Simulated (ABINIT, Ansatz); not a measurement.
# How the form of the self-energy moves the gap of SrIBr (Pnma)

Wanted: the gap of SrIBr (Pnma) under several approximations, with cost.

Program: ABINIT 10.8.3. Level of theory: LDA and many-body steps on it, plane waves. Results are calculated unless marked as measured.

**1. The starting structure**

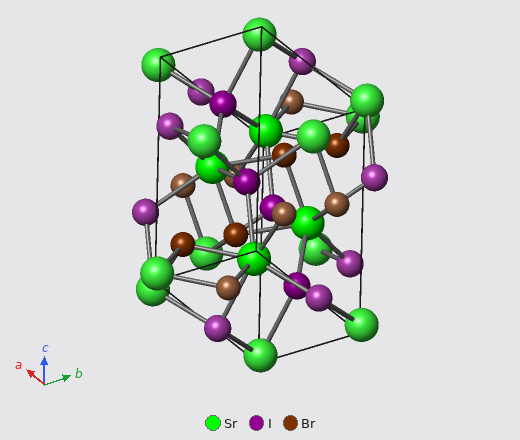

The cell as given, from a free direction (strontium green, iodine purple, bromine brown). Some periodic images of atoms are drawn too.

The cell and positions are those that the Materials Project relaxed with its own functionals (PBE, PBE+U or r2SCAN), kept fixed. Spin-orbit coupling is left out unless a step names it.

**2. Empty states on the mesh, 2×2×1 mesh, 370 bands**

This step: ABINIT 10.8.3; DFT, LDA, plane waves, norm-conserving pseudopotentials.

The sums over transitions need many empty states on a uniform mesh; this step solves for them.

Contents of run.abi:

```
acell 3*1.0 Angstrom
rprim 
  8.169106000000 0.000000000000 0.000000000000
  0.000000000000 5.131914000000 0.000000000000
  0.000000000000 0.000000000000 11.030852000000
ntypat 3
znucl 38 53 35
natom 12
typat 1 1 1 1 2 2 2 2 3 3 3 3
xred 
  0.280131000000 0.750000000000 0.421100000000
  0.780131000000 0.750000000000 0.078900000000
  0.719869000000 0.250000000000 0.578900000000
  0.219869000000 0.250000000000 0.921100000000
  0.367160000000 0.750000000000 0.109521000000
  0.867160000000 0.750000000000 0.390479000000
  0.632840000000 0.250000000000 0.890479000000
  0.132840000000 0.250000000000 0.609521000000
  0.517796000000 0.750000000000 0.637160000000
  0.017796000000 0.750000000000 0.862840000000
  0.482204000000 0.250000000000 0.362840000000
  0.982204000000 0.250000000000 0.137160000000
pp_dirpath "pseudos"
pseudos "Sr.upf, I.upf, Br.upf"
ecut 31
ngkpt 2 2 1
nshiftk 1
shiftk 0 0 0
kptopt 1
chksymbreak 0
iscf -2
irdden 1
istwfk *1
nband 370
nbdbuf 32
tolwfr 1e-09
nstep 60
prtvol 0
indata_prefix "in"
outdata_prefix "out"
tmpdata_prefix "tmp"
```

Command:

```sh
$ OMP_NUM_THREADS=1 mpirun -n 4 abinit run.abi > log
```

Numbers of over 12 decimals in the logs are rounded to 6 here.

Output:

```text
.Version 10.8.3 of ABINIT. v10.8.2 released Aug 2026.

 Symmetries : space group Pn m a (# 62); Bravais oP (primitive ortho.)
[... echo of the input left out ...]
== DATASET  1 ==================================================================
-   mpi_nproc: 4, omp_nthreads: 1 (-1 if OMP is not activated)

--- !DatasetInfo
iteration_state: {dtset: 1, }
dimensions: {natom: 12, nkpt: 4, mband: 370, nsppol: 1, nspinor: 1, nspden: 1, mpw: 25776, }
cutoff_energies: {ecut:  31.0, pawecutdg:  -1.0, }
[...]
1.53483    1.53757    1.53802    1.54057    1.54142    1.54575    1.54890    1.55177
   1.55847    1.56063    1.56449    1.56543    1.56625    1.56853    1.57046    1.57408
   1.57656    1.58049
 prteigrs : prtvol=0 or 1, do not print more k-points.

== END DATASET(S) ==============================================================
================================================================================

 -outvars: echo values of variables after computation  --------
            nband         370
             nkpt           4
          spgroup          62
 [... the other variables as echoed above ...]

 Calculation completed.
```

It took 12 min on 4 MPI ranks of Arm Neoverse V2, shared host; peak memory 1.3 GiB; 50 min of CPU time.

This step gave:

* gap: 3.576 eV
* k of the valence top: 0, 0, 0
* k of the conduction bottom: 0, 0, 0
* least direct gap: 3.576 eV
* k points computed: 4
* lowest point of the top converged band, above the valence top: 38.60 eV

On this mesh the gap is 3.576 eV.

The density comes from a self-consistent run that is not shown.

**3. Screening, 2×2×1 mesh, 166 bands, screening to 98 eV**

The RPA dielectric matrix is built and inverted for each q.

This step: RPA screening on LDA, plane waves, norm-conserving pseudopotentials.

run.abi: that of step 2 with these lines changed.

```diff
@@ -30,10 +30,11 @@
 chksymbreak 0
-iscf -2
-irdden 1
 istwfk *1
-nband 370
-nbdbuf 32
-tolwfr 1e-09
-nstep 60
-prtvol 0
+occopt 1
+irdwfk 1
+optdriver 3
+nband 166
+ecuteps 3.6
+inclvkb 2
+awtr 1
+symchi 1
 indata_prefix "in"
```

Output:

```text
.Version 10.8.3 of ABINIT. v10.8.2 released Aug 2026.

 Symmetries : space group Pn m a (# 62); Bravais oP (primitive ortho.)
[... echo of the input left out ...]
== DATASET  1 ==================================================================
-   mpi_nproc: 4, omp_nthreads: 1 (-1 if OMP is not activated)

--- !DatasetInfo
iteration_state: {dtset: 1, }
dimensions: {natom: 12, nkpt: 4, mband: 166, nsppol: 1, nspinor: 1, nspden: 1, mpw: 25776, }
cutoff_energies: {ecut:  31.0, pawecutdg:  -1.0, }
electrons: {nelect:   9.60000000E+01, charge:   0.00000000E+00, occopt:   1.00000000E+00, tsmear:   1.00000000E-02, }

 SCREENING: Calculation of the susceptibility and dielectric matrices

 Based on a program developped by R.W. Godby, V. Olevano, G. Onida, and L. Reining.
 Incorporated in ABINIT by V. Olevano, G.-M. Rignanese, and M. Torrent.
.Using double precision arithmetic ; gwpc =  8

[... cell and pseudopotentials left out ...]
--------------------------------------------------------------------------------

 ==== K-mesh for the wavefunctions ====
 Number of points in the irreducible wedge :     4
[... list of points left out ...]
 Together with  8 symmetry operations and time-reversal symmetry
 yields     4 points in the full Brillouin Zone.

 ==== Q-mesh for the screening function ====
 Number of points in the irreducible wedge :     4
[... list of points left out ...]
 Together with  8 symmetry operations and time-reversal symmetry
 yields     4 points in the full Brillouin Zone.

 setmesh: FFT mesh size selected  =    54x   36x   72
          total number of points  =       139968

 vcoul_init : cutoff-mode = AUXILIARY_FUNCTION
 q-points for optical limit:   1
     1)      0.000010    0.000020    0.000030

- screening: taking advantage of time-reversal symmetry
- Maximum band index for partially occupied states nbvw = 48
- Remaining bands to be divided among processors   nbcw = 118
- Number of bands treated by each node ~29

 Number of electrons calculated from density =   96.0000; Expected =   96.0000
 average of density, n =  0.030762
 r_s =    1.9799
 omega_plasma =   16.9185 [eV]

 calculating chi0 at frequencies [eV] :
  1    0.000000E+00    0.000000E+00
  2    0.000000E+00    1.691848E+01

--------------------------------------------------------------------------------
  q-point number  1        q = ( 0.000000, 0.000000, 0.000000) [r.l.u.]
--------------------------------------------------------------------------------
[... chi0 elements left out ...]
 For q-point:  0.000010 0.000020 0.000030
  dielectric constant =   3.7143
  dielectric constant without local fields =   4.4312

  Average fulfillment of the sum rule on Im[epsilon] for q-point    1 :     63.07  [%]
[... wings left out ...]
  q-point number  2        q = ( 0.500000, 0.000000, 0.000000) [r.l.u.]
--------------------------------------------------------------------------------
[... chi0 elements left out ...]
  Average fulfillment of the sum rule on Im[epsilon] for q-point    2 :     70.65  [%]

 [... 2 further q-points ...]
```

Run time: 5.3 min. Hardware: 4 MPI ranks; peak memory 4.9 GiB; 21 min of CPU time.

This step gave:

- ε∞ with local fields, on this mesh, along the program's q direction: 3.714
- the same without local fields: 4.431
- plasma frequency: 16.92 eV
- plane waves in the screening matrix: 993

Local fields lower ε∞ by 16 %. On a Γ-centred mesh this coarse the value itself is usually too large, while a short band sum pulls it down.

**4. G0W0, Godby-Needs plasmon pole**

The self-energy is evaluated for the states that the input lists, and the levels follow from it, in one-shot runs by the linearised quasiparticle equation.

This step: G0W0 on LDA, plane waves, norm-conserving pseudopotentials.

run.abi: that of step 3 with these lines changed.

```diff
@@ -33,8 +33,15 @@
 irdwfk 1
-optdriver 3
+optdriver 4
 nband 166
+gwcalctyp 0
+ecutsigx 31
+symsigma 1
+nkptgw 1
+kptgw 
+  0.0000000000 0.0000000000 0.0000000000
+bdgw 
+  47 50
 ecuteps 3.6
-inclvkb 2
-awtr 1
-symchi 1
+irdscr 1
+ppmodel 1
 indata_prefix "in"
```

Output:

```text
.Version 10.8.3 of ABINIT. v10.8.2 released Aug 2026.

 Symmetries : space group Pn m a (# 62); Bravais oP (primitive ortho.)
[... echo of the input left out ...]
== DATASET  1 ==================================================================
-   mpi_nproc: 4, omp_nthreads: 1 (-1 if OMP is not activated)

--- !DatasetInfo
iteration_state: {dtset: 1, }
dimensions: {natom: 12, nkpt: 4, mband: 166, nsppol: 1, nspinor: 1, nspden: 1, mpw: 25776, }
cutoff_energies: {ecut:  31.0, pawecutdg:  -1.0, }
electrons: {nelect:   9.60000000E+01, charge:   0.00000000E+00, occopt:   1.00000000E+00, tsmear:   1.00000000E-02, }

 SIGMA: Calculation of the GW corrections

 Based on a program developped by R.W. Godby, V. Olevano, G. Onida, and L. Reining.
 Incorporated in ABINIT by V. Olevano, G.-M. Rignanese, and M. Torrent.
.Using double precision arithmetic ; gwpc =  8

[... cell and pseudopotentials left out ...]
--------------------------------------------------------------------------------

 ==== K-mesh for the wavefunctions ====
 Number of points in the irreducible wedge :     4
[... list of points left out ...]
 Together with  8 symmetry operations and time-reversal symmetry
 yields     4 points in the full Brillouin Zone.

 ==== Q-mesh for screening function ====
 Number of points in the irreducible wedge :     4
[... list of points left out ...]
 Together with  8 symmetry operations and time-reversal symmetry
 yields     4 points in the full Brillouin Zone.

 vcoul_init : cutoff-mode = AUXILIARY_FUNCTION
 q-points for optical limit:   1
     1)      0.000010    0.000020    0.000030
 setmesh: FFT mesh size selected  =    80x   50x  108
          total number of points  =       432000

 Number of electrons calculated from density =   96.0000; Expected =   96.0000
 average of density, n =  0.030762
 r_s =    1.9799
 omega_plasma =   16.9185 [eV]

 === KS Band Gaps ===
  >>>> For spin  1
   Minimum direct gap =   3.5759 [eV], located at k-point      :   0.0000  0.0000  0.0000
   Fundamental gap    =   3.5759 [eV], Top of valence bands at :   0.0000  0.0000  0.0000
                                       Bottom of conduction at :   0.0000  0.0000  0.0000
 SIGMA fundamental parameters:
 PLASMON POLE MODEL  1
 number of plane-waves for SigmaX                25715
 number of plane-waves for SigmaC and W            993
 number of plane-waves for wavefunctions         25715
 number of bands                                   166
 number of independent spin polarizations            1
 number of spinorial components                      1
 number of k-points in IBZ                           4
 number of q-points in IBZ                           4
 number of symmetry operations                       8
 number of k-points in BZ                            4
 number of q-points in BZ                            4
 number of frequencies for dSigma/dE                 9
 frequency step for dSigma/dE [eV]                0.25
 number of omega for Sigma on real axis              0
 max omega for Sigma on real axis  [eV]           0.00
 zcut for avoiding poles [eV]                     0.10

 EPSILON^-1 parameters (SCR file):
 dimension of the eps^-1 matrix on file            993
 dimension of the eps^-1 matrix used               993
 number of plane-waves for wavefunctions         25715
 number of bands                                   166
 number of q-points in IBZ                           4
 number of frequencies                               2
 number of real frequencies                          1
 number of imag frequencies                          1

 matrix elements of self-energy operator (all in [eV])

 Perturbative Calculation

--- !SelfEnergy_ee
iteration_state: {dtset: 1, }
kpoint     : [   0.000,    0.000,    0.000, ]
spin       : 1
KS_gap     :    3.576
QP_gap     :    5.331
Delta_QP_KS:    1.755
data: !SigmaeeData |
     Band     E0 <VxcDFT>   SigX SigC(E0)      Z dSigC/dE  Sig(E)    E-E0       E
       47   1.380 -12.099 -15.227   2.584   0.808  -0.238 -12.539  -0.440   0.940
       48   1.471 -11.638 -14.603   2.441   0.811  -0.234 -12.063  -0.425   1.046
       49   5.047  -7.825  -3.556  -2.692   0.844  -0.185  -6.495   1.330   6.377
       50   5.551  -8.286  -3.771  -2.684   0.840  -0.191  -6.749   1.537   7.088

== END DATASET(S) ==============================================================
================================================================================

 -outvars: echo values of variables after computation  --------
           etotal      0.0000000000E+00
            nband         166
             nkpt           4
          spgroup          62
 [... the other variables as echoed above ...]

 Calculation completed.
```

Run time: 32 s. Hardware: 4 MPI ranks; peak memory 3.2 GiB.

Numbers from this step:

- G0W0 gap on the points computed: 5.331 eV
- starting gap on the mesh: 3.576 eV
- k of the valence top: 0, 0, 0
- k of the conduction bottom: 0, 0, 0
- Z at the valence top: 0.811
- Z at the conduction bottom: 0.844
- least direct G0W0 gap on the computed points: 5.331 eV

The gap on the mesh goes from 3.58 eV to 5.33 eV, a correction of +1.75 eV.

**5. G0W0, von der Linden-Horsch plasmon pole**

run.abi: that of step 4 with these lines changed.

```diff
@@ -45,3 +45,3 @@
 irdscr 1
-ppmodel 1
+ppmodel 3
 indata_prefix "in"
```

Output:

```text
.Version 10.8.3 of ABINIT. v10.8.2 released Aug 2026.

 Symmetries : space group Pn m a (# 62); Bravais oP (primitive ortho.)
[... echo of the input left out ...]
== DATASET  1 ==================================================================
-   mpi_nproc: 4, omp_nthreads: 1 (-1 if OMP is not activated)

--- !DatasetInfo
iteration_state: {dtset: 1, }
dimensions: {natom: 12, nkpt: 4, mband: 166, nsppol: 1, nspinor: 1, nspden: 1, mpw: 25776, }
cutoff_energies: {ecut:  31.0, pawecutdg:  -1.0, }
electrons: {nelect:   9.60000000E+01, charge:   0.00000000E+00, occopt:   1.00000000E+00, tsmear:   1.00000000E-02, }

 SIGMA: Calculation of the GW corrections

 Based on a program developped by R.W. Godby, V. Olevano, G. Onida, and L. Reining.
 Incorporated in ABINIT by V. Olevano, G.-M. Rignanese, and M. Torrent.
.Using double precision arithmetic ; gwpc =  8

[... cell and pseudopotentials left out ...]
--------------------------------------------------------------------------------

 ==== K-mesh for the wavefunctions ====
 Number of points in the irreducible wedge :     4
[... list of points left out ...]
 Together with  8 symmetry operations and time-reversal symmetry
 yields     4 points in the full Brillouin Zone.

 ==== Q-mesh for screening function ====
 Number of points in the irreducible wedge :     4
[... list of points left out ...]
 Together with  8 symmetry operations and time-reversal symmetry
 yields     4 points in the full Brillouin Zone.

 vcoul_init : cutoff-mode = AUXILIARY_FUNCTION
 q-points for optical limit:   1
     1)      0.000010    0.000020    0.000030
 setmesh: FFT mesh size selected  =    80x   50x  108
          total number of points  =       432000

 Number of electrons calculated from density =   96.0000; Expected =   96.0000
[...]
number of k-points in IBZ                           4
 number of q-points in IBZ                           4
 number of symmetry operations                       8
 number of k-points in BZ                            4
 number of q-points in BZ                            4
 number of frequencies for dSigma/dE                 9
 frequency step for dSigma/dE [eV]                0.25
 number of omega for Sigma on real axis              0
 max omega for Sigma on real axis  [eV]           0.00
 zcut for avoiding poles [eV]                     0.10

 EPSILON^-1 parameters (SCR file):
 dimension of the eps^-1 matrix on file            993
 dimension of the eps^-1 matrix used               993
 number of plane-waves for wavefunctions         25715
 number of bands                                   166
 number of q-points in IBZ                           4
 number of frequencies                               2
 number of real frequencies                          1
 number of imag frequencies                          1

 matrix elements of self-energy operator (all in [eV])

 Perturbative Calculation

--- !SelfEnergy_ee
iteration_state: {dtset: 1, }
kpoint     : [   0.000,    0.000,    0.000, ]
spin       : 1
KS_gap     :    3.576
QP_gap     :    5.370
Delta_QP_KS:    1.794
data: !SigmaeeData |
     Band     E0 <VxcDFT>   SigX SigC(E0)      Z dSigC/dE  Sig(E)    E-E0       E
       47   1.380 -12.099 -15.227   2.505   0.856  -0.168 -12.632  -0.533   0.847
       48   1.471 -11.638 -14.603   2.352   0.858  -0.166 -12.164  -0.526   0.945
       49   5.047  -7.825  -3.556  -2.827   0.880  -0.137  -6.557   1.268   6.315
       50   5.551  -8.286  -3.771  -2.801   0.877  -0.140  -6.782   1.504   7.055

== END DATASET(S) ==============================================================
================================================================================

 -outvars: echo values of variables after computation  --------
           etotal      0.0000000000E+00
            nband         166
             nkpt           4
          spgroup          62
 [... the other variables as echoed above ...]

 Calculation completed.
```

Wall time 43 s (4 MPI ranks); peak memory 2.8 GiB.

This step gave:

```yaml
g0w0_gap_on_the_points_computed: 5.37 eV
starting_gap_on_the_mesh: 3.576 eV
k_of_the_valence_top: 0, 0, 0
k_of_the_conduction_bottom: 0, 0, 0
z_at_the_valence_top: 0.858
z_at_the_conduction_bottom: 0.88
least_direct_g0w0_gap_on_the_computed_points: 5.37 eV
```

Against G0W0 in ABINIT (2×2×1 mesh, 166 bands, screening to 98 eV, Godby-Needs plasmon pole), the gap moves by +0.039 eV.

**6. G0W0, Engel-Farid plasmon pole**

run.abi: that of step 5 with these lines changed.

```diff
@@ -45,3 +45,3 @@
 irdscr 1
-ppmodel 3
+ppmodel 4
 indata_prefix "in"
```

Output:

```text
.Version 10.8.3 of ABINIT. v10.8.2 released Aug 2026.

 Symmetries : space group Pn m a (# 62); Bravais oP (primitive ortho.)
[... echo of the input left out ...]
== DATASET  1 ==================================================================
-   mpi_nproc: 4, omp_nthreads: 1 (-1 if OMP is not activated)

--- !DatasetInfo
iteration_state: {dtset: 1, }
dimensions: {natom: 12, nkpt: 4, mband: 166, nsppol: 1, nspinor: 1, nspden: 1, mpw: 25776, }
cutoff_energies: {ecut:  31.0, pawecutdg:  -1.0, }
[...]
48   1.471 -11.638 -14.603   2.404   0.820  -0.219 -12.098  -0.461   1.010
       49   5.047  -7.825  -3.556  -2.749   0.853  -0.173  -6.529   1.296   6.343
       50   5.551  -8.286  -3.771  -2.703   0.848  -0.180  -6.751   1.536   7.087

== END DATASET(S) ==============================================================
================================================================================

 -outvars: echo values of variables after computation  --------
           etotal      0.0000000000E+00
            nband         166
             nkpt           4
          spgroup          62
 [... the other variables as echoed above ...]

 Calculation completed.
```

It took 48 s on 4 MPI ranks; peak memory 2.8 GiB.

This step gave:

```
G0W0 gap on the points computed              : 5.333 eV
starting gap on the mesh                     : 3.576 eV
k of the valence top                         : 0, 0, 0
k of the conduction bottom                   : 0, 0, 0
least direct G0W0 gap on the computed points : 5.333 eV
```

Against G0W0 in ABINIT (2×2×1 mesh, 166 bands, screening to 98 eV, Godby-Needs plasmon pole), the gap moves by +0.002 eV.

**7. One-shot Hartree-Fock**

This step: one-shot Hartree-Fock on LDA, plane waves, norm-conserving pseudopotentials.

run.abi: that of step 6 with these lines changed.

```diff
@@ -34,4 +34,4 @@
 optdriver 4
-nband 166
-gwcalctyp 0
+nband 52
+gwcalctyp 5
 ecutsigx 31
@@ -43,5 +43,4 @@
   47 50
-ecuteps 3.6
-irdscr 1
-ppmodel 4
+ixc_sigma 40
+fftgw 31
 indata_prefix "in"
```

Output:

```text
.Version 10.8.3 of ABINIT. v10.8.2 released Aug 2026.

 Symmetries : space group Pn m a (# 62); Bravais oP (primitive ortho.)
[... echo of the input left out ...]
== DATASET  1 ==================================================================
-   mpi_nproc: 4, omp_nthreads: 1 (-1 if OMP is not activated)

--- !DatasetInfo
iteration_state: {dtset: 1, }
dimensions: {natom: 12, nkpt: 4, mband: 52, nsppol: 1, nspinor: 1, nspden: 1, mpw: 25776, }
cutoff_energies: {ecut:  31.0, pawecutdg:  -1.0, }
[...]
48   1.471 -11.638 -14.603   0.000   1.000   0.000 -14.603  -2.965  -1.494
       49   5.047  -7.825  -3.556   0.000   1.000   0.000  -3.556   4.269   9.315
       50   5.551  -8.286  -3.771   0.000   1.000   0.000  -3.771   4.515  10.066

== END DATASET(S) ==============================================================
================================================================================

 -outvars: echo values of variables after computation  --------
           etotal      0.0000000000E+00
            nband          52
             nkpt           4
          spgroup          62
 [... the other variables as echoed above ...]

 Calculation completed.
```

Elapsed: 5.4 s, on 4 MPI ranks; peak memory 0.55 GiB.

This step gave:

* quasiparticle gap on the points computed: 10.81 eV
* starting gap on the mesh: 3.576 eV
* k of the valence top: 0, 0, 0
* k of the conduction bottom: 0, 0, 0
* least direct quasiparticle gap on the computed points: 10.81 eV

Against G0W0 in ABINIT (2×2×1 mesh, 166 bands, screening to 98 eV, Godby-Needs plasmon pole), the gap moves by +5.478 eV.

(Part 1 of 2 ends here.)

[Paths, hosts, dates, memory and timing lines, banners, echoed tables and standing remarks are left out of the program output.]

[Logs are printed without paths, hosts, clocks, repeated set-up lines and the standing remarks that a program may print on its own settings, such as how far it seeks lower states.]

[Runs of the session that timed out or met a known fault of the program may be left out.]

[Hosts, paths, dates, database ids (printed as entryN), source tags and the programs' standing remarks are cut or masked in the printed files.]

[G0W0 gaps are taken among the corrected bands and points alone; a level outside them can change the order at an edge.]

[Where Ansatz stands beside ABINIT at settings called matched, ABINIT's density can come from a denser mesh and the files from another edition; pairs whose starting gaps differed by over 0.03 eV were left out, so agreement reads better than it is.]
